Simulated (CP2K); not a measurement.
Band structure of Ba3Ca (P6_3/mmc, 8 atoms in the cell).

```yaml
crystal:
  lattice:
    - [8.90398, 0.00000, 0.00000]
    - [-4.45199, 7.71107, 0.00000]
    - [0.00000, 0.00000, 7.07319]
  atoms:
    - { symbol: Ba, position: [0.34179, 0.17089, 0.75000] }
    - { symbol: Ba, position: [0.65821, 0.82910, 0.25000] }
    - { symbol: Ba, position: [0.17089, 0.34179, 0.25000] }
    - { symbol: Ba, position: [0.82910, 0.65821, 0.75000] }
    - { symbol: Ba, position: [0.82910, 0.17089, 0.75000] }
    - { symbol: Ba, position: [0.17089, 0.82910, 0.25000] }
    - { symbol: Ca, position: [0.66667, 0.33333, 0.25000] }
    - { symbol: Ca, position: [0.33333, 0.66667, 0.75000] }
```

Level of theory: PBEsol, GPW, DZVP-MOLOPT-SR-GTH basis, GTH-PBE potentials (GTH_POTENTIALS) in CP2K.

Settings: CUTOFF = 500 Ry; REL_CUTOFF = 60 Ry; SMEAR/METHOD = GAUSSIAN; SIGMA = 0.05 eV; KPOINTS/SCHEME = MACDONALD 2 2 3 0.25 0.25 0; XC_FUNCTIONAL = PBE:PBESOL; Ba/BASIS_SET = DZVP-MOLOPT-SR-GTH; Ba/POTENTIAL = GTH-PBE-q10; Ca/BASIS_SET = DZVP-MOLOPT-SR-GTH; Ca/POTENTIAL = GTH-PBE-q10; METHOD = GPW; EPS_DEFAULT = 1e-10; EXTRAPOLATION = USE_GUESS; NGRIDS = 5.

The starting cell comes from a database of computed structures (which also holds hypothetical and non-ambient phases and stackings), without a prior relaxation at this level. Values carry the incompleteness of an atom-centred basis. The potentials were made for another functional than the one used.

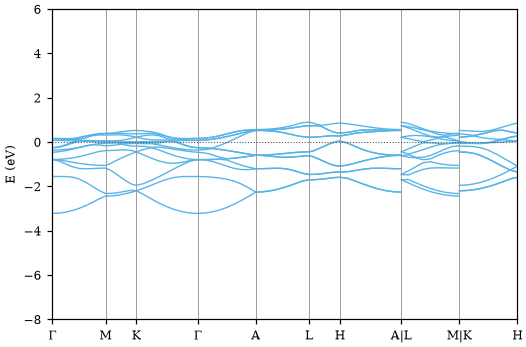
Bands along the path, energies from the Fermi level.

Levels in eV from the Fermi level, bands 37 to 42:
```tsv
point	37	38	39	40	41	42
Γ	-0.78	-0.46	-0.36	-0.26	-0.26	0.08
M	-0.38	-0.16	-0.05	0.01	0.05	0.06
K	-0.44	-0.18	-0.06	0.01	0.01	0.22
A	-0.59	-0.59	-0.59	-0.59	0.53	0.53
L	-0.62	-0.62	-0.44	-0.44	0.22	0.22
H	-1.08	-1.08	0.05	0.05	0.27	0.27
```

Bands cross the Fermi level along this path, so the cell is metallic at this level.

Higher empty bands are left out: an atom-centred basis made for the valence describes them poorly.
